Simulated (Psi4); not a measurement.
**Run report: CuNH3Cl, property calculation**

CuNH3Cl, SMILES [NH3+][Cu-][Cl], computed with PBE0/def2-TZVPP, RKS, dispersion D4 (Psi4 1.11).

The geometry was optimised with PBE0/def2-TZVP.

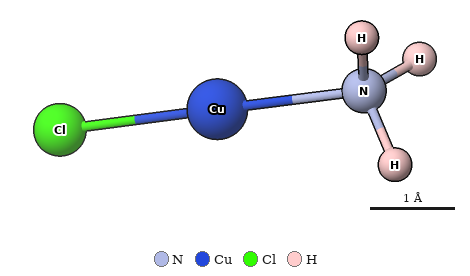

Fig. 1: The structure as given in the input (ball-and-stick view, seen at a tilt). Sticks mark near contacts.

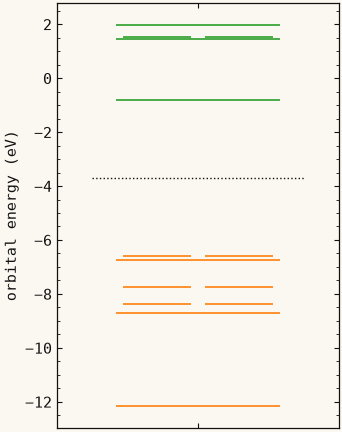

Fig. 2: Orbital energies near the frontier; the dotted line parts filled from empty levels, and levels within 0.02 eV of each other stand side by side. Highest filled −6.58 eV, lowest empty −0.81 eV, 5.77 eV apart.

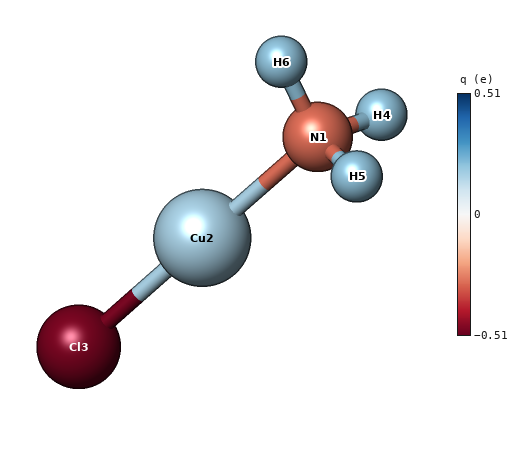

Fig. 3: Mulliken charges, as the colour of each atom (ball-and-stick view, seen at a tilt; atoms are numbered from 1 in the order of the input). By element: N −0.29, Cu +0.16, Cl −0.48 and H +0.20 e.

The input that produced these results follows, with the program's output.

The input (clcuh3n.dat):
```
memory 3300 MB

molecule {
  0 1
  N     -0.776582    -0.077131     0.252871
  Cu     1.074281     0.052373    -0.308594
  Cl     3.058546     0.194473    -0.918394
  H     -1.122595    -1.028135     0.173294
  H     -1.376682     0.513385    -0.314272
  H     -0.893777     0.209320     1.219638
  symmetry c1
}

set globals {
  basis                def2-TZVPP
  reference            rks
  scf_type             df
  dft_radial_points    99
  dft_spherical_points 590
}

energy_value, wavefunction = energy('pbe0-d4', return_wfn=True)
oeprop(wavefunction, 'DIPOLE', 'MULLIKEN_CHARGES', 'LOWDIN_CHARGES', 'WIBERG_LOWDIN_INDICES')
print_variables()
```

Launched with:
```bash
psi4 clcuh3n.dat clcuh3n.out -n 2
```

What the program printed:
```
Psi4 1.11 release

   => Loading Basis Set <=

    Name: DEF2-TZVPP
    Role: ORBITAL
    Keyword: BASIS

   => PBE0-D4(BJ,EEQ)ATM: Empirical Dispersion <=

        a1 =       0.400856
        a2 =       5.029288
       alp =      16.000000
        s6 =       1.000000
        s8 =       1.200655
        s9 =       1.000000
        ga =       3.000000
        gc =       2.000000
        wf =       6.000000

         ---------------------------------------------------------
                                   SCF
                              RKS Reference
                        2 Threads,   3147 MiB Core
         ---------------------------------------------------------

  ==> Geometry <==

    Molecular point group: c1
    Full point group: C1

    Geometry (in Angstrom), charge = 0, multiplicity = 1:

       Center              X                  Y                   Z               Mass
    ------------   -----------------  -----------------  -----------------  -----------------
         N           -2.171089516927    -0.152905796137     0.661022482235    14.003074004430
         CU          -0.320226516927    -0.023401796137     0.099557482235    62.929597720000
         CL           1.664038483073     0.118698203863    -0.510242517765    34.968852682000
         H           -2.517102516927    -1.103909796137     0.581445482235     1.007825032230
         H           -2.771189516927     0.437610203863     0.093879482235     1.007825032230
         H           -2.288284516927     0.133545203863     1.627789482235     1.007825032230

  Running in c1 symmetry.

  Rotational constants: A =      6.24379  B =      0.08085  C =      0.08085 [cm^-1]
  Rotational constants: A = 187184.16029  B =   2423.87798  C =   2423.87288 [MHz]
  Nuclear repulsion =  232.843610399301582

  Charge       = 0
  Multiplicity = 1
  Electrons    = 56
  Nalpha       = 28
  Nbeta        = 28

  ==> Algorithm <==

  SCF Algorithm Type is DF.
  DIIS enabled.
  MOM disabled.
  Fractional occupation disabled.
  Guess Type is SAD.
  Energy threshold   = 1.00e-06
  Density threshold  = 1.00e-06
  Integral threshold = 1.00e-12

  ==> Primary Basis <==

  Basis Set: DEF2-TZVPP
    Blend: DEF2-TZVPP
    Number of shells: 61
    Number of basis functions: 179
    Number of Cartesian functions: 209
    Spherical Harmonics?: true
    Max angular momentum: 4

  ==> DFT Potential <==

   => LibXC <=

    Version 7.1.2

   => Composite Functional: PBE0-D4BJEEQATM <=

    PBE0-d4bjeeqatm Hyb-GGA Exchange-Correlation Functional

    Deriv               =              1
    GGA                 =           TRUE
    Meta                =          FALSE

    Exchange Hybrid     =           TRUE
    MP2 Hybrid          =          FALSE

   => Exchange Functionals <=

    0.7500   Perdew, Burke & Ernzerhof

   => Exact (HF) Exchange <=

    0.2500               HF

   => Correlation Functionals <=

    1.0000   Perdew, Burke & Ernzerhof

   => LibXC Density Thresholds  <==

    XC_HYB_GGA_XC_PBEH:  1.00E-15

   => Molecular Quadrature <=

    Radial Scheme          =       TREUTLER
    Pruning Scheme         =           NONE
    Nuclear Scheme         =       TREUTLER

    Blocking Scheme        =         OCTREE
    BS radius alpha        =              1
    Pruning alpha          =              1
    Radial Points          =             99
    Spherical Points       =            590
    Total Points           =         334341
    Total Blocks           =           2509
    Max Points             =            256
    Max Functions          =            165
    Weights Tolerance      =       1.00E-15

   => Loading Basis Set <=

    Name: (DEF2-TZVPP AUX)
    Role: JKFIT
    Keyword: DF_BASIS_SCF

  ==> Integral Setup <==

  DFHelper Memory: AOs need 0.127 GiB; user supplied 1.207 GiB.
  SCF_SUBTYPE=INCORE selected. In-core MEM_DF algorithm will be used.
  Using in-core AOs.

  ==> MemDFJK: Density-Fitted J/K Matrices <==

    J tasked:                   Yes
    K tasked:                   Yes
    wK tasked:                   No
    Memory [MiB]:              1235
    Algorithm:                 Core
    Schwarz Cutoff:           1E-12
    Mask sparsity (%):       7.4592
    Fitting Condition:        1E-10

   => Auxiliary Basis Set <=

  Basis Set: (DEF2-TZVPP AUX)
    Blend: DEF2-UNIVERSAL-JKFIT
    Number of shells: 139
    Number of basis functions: 523
    Number of Cartesian functions: 685
    Spherical Harmonics?: true
    Max angular momentum: 6

  Cached 100.0% of DFT collocation blocks in 1.098 [GiB].

  Minimum eigenvalue in the overlap matrix is 7.8635401475E-04.
  Reciprocal condition number of the overlap matrix is 1.0634250401E-04.
    Using symmetric orthogonalization.

  ==> Pre-Iterations <==

  SCF Guess: Superposition of Atomic Densities via on-the-fly atomic UHF (no occupation information).

   -------------------------
    Irrep   Nso     Nmo
   -------------------------
     A        179     179
   -------------------------
    Total     179     179
   -------------------------

  ==> Iterations <==

                           Total Energy        Delta E     RMS |[F,P]|

   @DF-RKS iter SAD: -2154.50239345396358   -2.15450e+03   0.00000e+00
   @DF-RKS iter   1: -2153.44008495205844    1.06231e+00   2.46661e-02 ADIIS/DIIS
   @DF-RKS iter   2: -2112.35293379134328    4.10872e+01   5.14296e-02 ADIIS/DIIS
   @DF-RKS iter   3: -2156.50164227191863   -4.41487e+01   4.97411e-03 ADIIS/DIIS
   @DF-RKS iter   4: -2154.86003617526694    1.64161e+00   1.54240e-02 ADIIS/DIIS
   @DF-RKS iter   5: -2156.93458956393260   -2.07455e+00   1.32983e-03 ADIIS/DIIS
   @DF-RKS iter   6: -2156.95247000258269   -1.78804e-02   9.46790e-04 ADIIS/DIIS
   @DF-RKS iter   7: -2156.95950187042308   -7.03187e-03   7.72428e-05 DIIS
   @DF-RKS iter   8: -2156.95956916482601   -6.72944e-05   4.67950e-05 DIIS
   @DF-RKS iter   9: -2156.95958948844736   -2.03236e-05   1.73442e-05 DIIS
   @DF-RKS iter  10: -2156.95959102481856   -1.53637e-06   8.27754e-06 DIIS
   @DF-RKS iter  11: -2156.95959148893235   -4.64114e-07   2.96566e-06 DIIS
   @DF-RKS iter  12: -2156.95959154160164   -5.26693e-08   6.25271e-07 DIIS
  Energy and wave function converged.

  ==> Post-Iterations <==

   Electrons on quadrature grid:
      Ntotal   =   55.9999998938 ; deviation = -1.062e-07

    Orbital Energies [Eh]
    ---------------------

    Doubly Occupied:

       1A   -323.322106     2A   -101.610589     3A    -38.921808
       4A    -34.089162     5A    -34.087948     6A    -34.087947
       7A    -14.467353     8A     -9.436474     9A     -7.167135
      10A     -7.164086    11A     -7.164086    12A     -4.341925
      13A     -2.824197    14A     -2.817505    15A     -2.817504
      16A     -0.977543    17A     -0.742170    18A     -0.573277
      19A     -0.573272    20A     -0.447127    21A     -0.319441
      22A     -0.308193    23A     -0.308191    24A     -0.284481
      25A     -0.284480    26A     -0.247848    27A     -0.241724
      28A     -0.241722

    Virtual:

      29A     -0.029929    30A      0.053519    31A      0.055576
      32A      0.055597    33A      0.072400    34A      0.072494
      35A      0.134674    36A      0.180148    37A      0.180230
      38A      0.231664    39A      0.251322    40A      0.251446
      41A      0.310181    42A      0.341939    43A      0.342240
      44A      0.367146    45A      0.389260    46A      0.424706
      47A      0.424727    48A      0.443392    49A      0.443417
      50A      0.448457    51A      0.530202    52A      0.530362
      53A      0.578229    54A      0.578497    55A      0.586901
      56A      0.637361    57A      0.637498    58A      0.697185
      59A      0.697352    60A      0.724057    61A      0.837970
      62A      0.868532    63A      0.898540    64A      0.898569
      65A      0.973494    66A      0.973558    67A      1.082371
      68A      1.141811    69A      1.142284    70A      1.145514
      71A      1.167632    72A      1.167784    73A      1.260216
      74A      1.353606    75A      1.456189    76A      1.456326
      77A      1.522866    78A      1.547977    79A      1.548167
      80A      1.831889    81A      1.831905    82A      1.933996
      83A      1.934035    84A      1.969610    85A      2.104179
      86A      2.104674    87A      2.176045    88A      2.176149
      89A      2.177999    90A      2.177999    91A      2.253021
      92A      2.266910    93A      2.283664    94A      2.283891
      95A      2.361980    96A      2.362011    97A      2.366485
      98A      2.590275    99A      2.839328   100A      2.848744
     101A      2.848857   102A      2.999520   103A      2.999606
     104A      3.015598   105A      3.131307   106A      3.143746
     107A      3.143790   108A      3.214681   109A      3.219916
     110A      3.219955   111A      3.312661   112A      3.355866
     113A      3.355983   114A      3.442746   115A      3.442853
     116A      3.460121   117A      3.460619   118A      3.555350
     119A      3.601439   120A      3.601516   121A      3.645081
     122A      3.645148   123A      3.706890   124A      3.706973
     125A      3.835374   126A      3.852091   127A      3.852403
     128A      3.885594   129A      3.909166   130A      3.909206
     131A      4.158586   132A      4.173587   133A      4.173818
     134A      4.196819   135A      4.242404   136A      4.322780
     137A      4.322837   138A      4.491310   139A      4.792083
     140A      4.792509   141A      4.813150   142A      5.152304
     143A      5.152440   144A      5.236115   145A      5.593748
     146A      5.677743   147A      5.677923   148A      5.869339
     149A      5.869758   150A      5.882513   151A      6.427689
     152A      6.482907   153A      6.483133   154A      8.156894
     155A      8.156907   156A      8.240515   157A      8.240542
     158A      8.312169   159A     10.861856   160A     10.861884
     161A     11.155093   162A     13.008025   163A     13.008029
     164A     13.010611   165A     13.010668   166A     13.011806
     167A     13.011809   168A     13.012621   169A     13.012624
     170A     13.044281   171A     13.188828   172A     13.189223
     173A     13.193523   174A     13.193529   175A     13.249267
     176A     13.249279   177A     13.445751   178A     25.179549
     179A     32.692264

    Final Occupation by Irrep:
              A
    DOCC [    28 ]
    NA   [    28 ]
    NB   [    28 ]

  @DF-RKS Final Energy: -2156.95959154160164

   => Energetics <=

    Nuclear Repulsion Energy =            232.8436103993015820
    One-Electron Energy =               -3465.1189319864511162
    Two-Electron Energy =                1153.1907014839018757
    DFT Exchange-Correlation Energy =     -77.8721391493839690
    Empirical Dispersion Energy =          -0.0028322889700252
    VV10 Nonlocal Energy =                  0.0000000000000000
    Total Energy =                      -2156.9595915416016396

Computation Completed

Properties will be evaluated at   0.000000,   0.000000,   0.000000 [a0]

Properties computed using the SCF density matrix

 Multipole Moments:

 ------------------------------------------------------------------------------------
     Multipole            Electronic (a.u.)      Nuclear  (a.u.)        Total (a.u.)
 ------------------------------------------------------------------------------------

 L = 1.  Multiply by 2.5417464519 to convert [e a0] to [Debye]
 Dipole X            :          3.7884979           -7.1282698           -3.3397719
 Dipole Y            :          0.2622863           -0.4986564           -0.2363701
 Dipole Z            :         -1.1416146            2.1605541            1.0189395
 Magnitude           :                                                    3.4997407

 ------------------------------------------------------------------------------------

	total time  =         41 seconds =       0.68 minutes

Properties will be evaluated at   0.000000,   0.000000,   0.000000 [a0]
OEProp: No title given, name of density matrix used for the following properties is 'SCF density'

 Multipole Moments:

 ------------------------------------------------------------------------------------
     Multipole            Electronic (a.u.)      Nuclear  (a.u.)        Total (a.u.)
 ------------------------------------------------------------------------------------

 L = 1.  Multiply by 2.5417464519 to convert [e a0] to [Debye]
 Dipole X            :          3.7884979           -7.1282698           -3.3397719
 Dipole Y            :          0.2622863           -0.4986564           -0.2363701
 Dipole Z            :         -1.1416146            2.1605541            1.0189395
 Magnitude           :                                                    3.4997407

 ------------------------------------------------------------------------------------
  Mulliken Charges: (a.u.)
   Center  Symbol    Alpha    Beta     Spin     Total
       1     N     3.64320  3.64320  0.00000 -0.28639
       2    CU    14.41814 14.41814  0.00000  0.16372
       3    CL     8.74093  8.74093  0.00000 -0.48185
       4     H     0.39926  0.39926  0.00000  0.20148
       5     H     0.39922  0.39922  0.00000  0.20156
       6     H     0.39926  0.39926  0.00000  0.20148

   Total alpha = 28.00000, Total beta = 28.00000, Total charge =  0.00000

  Lowdin Charges: (a.u.)
   Center  Symbol    Alpha    Beta     Spin     Total
       1     N     3.32031  3.32031  0.00000  0.35937
       2    CU    14.68972 14.68972  0.00000 -0.37943
       3    CL     8.49224  8.49224  0.00000  0.01553
       4     H     0.49925  0.49925  0.00000  0.00150
       5     H     0.49922  0.49922  0.00000  0.00156
       6     H     0.49926  0.49926  0.00000  0.00147

  Total alpha = 28.00000, Total beta = 28.00000, Total charge =  0.00000

  Wiberg Bond Indices using Orthogonal Lowdin Orbitals:

  Irrep: 1 Size: 6 x 6

                 1                   2                   3                   4                   5

    1     0.00000000000000     0.72810559176161     0.04145341898136     1.06310319135397     1.06301084721888
    2     0.72810559176161     0.00000000000000     1.79453937799006     0.09363243387088     0.09375325932478
    3     0.04145341898136     1.79453937799006     0.00000000000000     0.00667734663724     0.00666278782174
    4     1.06310319135397     0.09363243387088     0.00667734663724     0.00000000000000     0.12072206093147
    5     1.06301084721888     0.09375325932478     0.00666278782174     0.12072206093147     0.00000000000000
    6     1.06319589232365     0.09348004647186     0.00667934792102     0.12075158009045     0.12073640027853

                 6

    1     1.06319589232365
    2     0.09348004647186
    3     0.00667934792102
    4     0.12075158009045
    5     0.12073640027853
    6     0.00000000000000

  Atomic Valences:

 #  #
 Irrep: 1
      1:    3.958868941639471
      2:    2.803510709419183
      3:    1.856012279351426
      4:    1.404886612884019
      5:    1.404885355575400
      6:    1.404843267085512

  Variable Map:
  ----------------------------------------------------------------------------
  "CURRENT ENERGY"                                  =>   -2156.959591541602
  "CURRENT REFERENCE ENERGY"                        =>   -2156.959591541602
  "DD SOLVATION ENERGY"                             =>       0.000000000000
  "DFT FUNCTIONAL TOTAL ENERGY"                     =>   -2156.956759252631
  "DFT TOTAL ENERGY"                                =>   -2156.959591541602
  "DFT VV10 ENERGY"                                 =>       0.000000000000
  "DFT XC ENERGY"                                   =>     -77.872139149384
  "DISPERSION CORRECTION ENERGY"                    =>      -0.002832288970
  "GRID ELECTRONS ALPHA"                            =>      27.999999946916
  "GRID ELECTRONS BETA"                             =>      27.999999946916
  "GRID ELECTRONS TOTAL"                            =>      55.999999893831
  "NUCLEAR REPULSION ENERGY"                        =>     232.843610399302
  "ONE-ELECTRON ENERGY"                             =>   -3465.118931986451
  "PBE0-D4(BJ,EEQ)ATM DISPERSION CORRECTION ENERGY" =>      -0.002832288970
  "PCM POLARIZATION ENERGY"                         =>       0.000000000000
  "PE ENERGY"                                       =>       0.000000000000
  "SCF ITERATION ENERGY"                            =>   -2156.959591541602
  "SCF ITERATIONS"                                  =>      12.000000000000
  "SCF TOTAL ENERGY"                                =>   -2156.959591541602
  "TWO-ELECTRON ENERGY"                             =>    1153.190701483902
  "XC GRID RADIAL POINTS"                           =>      99.000000000000
  "XC GRID SPHERICAL POINTS"                        =>     590.000000000000
  "XC GRID TOTAL POINTS"                            =>  334341.000000000000

  Array Variable Map:
  ----------------------------------------------------------------------------
  "CURRENT DIPOLE"                                  =>      -3.339771936156 ... 1.018939476972 1 by 3
  "DIPOLE"                                          =>      -3.339771936156 ... 1.018939476972 1 by 3
  "SCF DIPOLE"                                      =>      -3.339771936156 ... 1.018939476972 1 by 3
  "SCF TOTAL ENERGIES"                              =>   -2154.502393453964 ... -2156.959591541602 1 by 13

    Psi4 run time: 0:00:41.69
```

Results in brief:

- outcome: converged
- total energy: −2156.959592 hartree
- dispersion energy: −0.002832 hartree
- basis functions: 179
- HOMO: −6.58 eV
- LUMO: −0.81 eV
- dipole moment: 8.90 D
- hardware: 2 threads of Intel Xeon @ 2.50GHz (Skylake/Cascade Lake), 189 GiB of memory available, shared host
- wall time: 45 s (CPU time 91 s)
- peak memory: 1.6 GiB
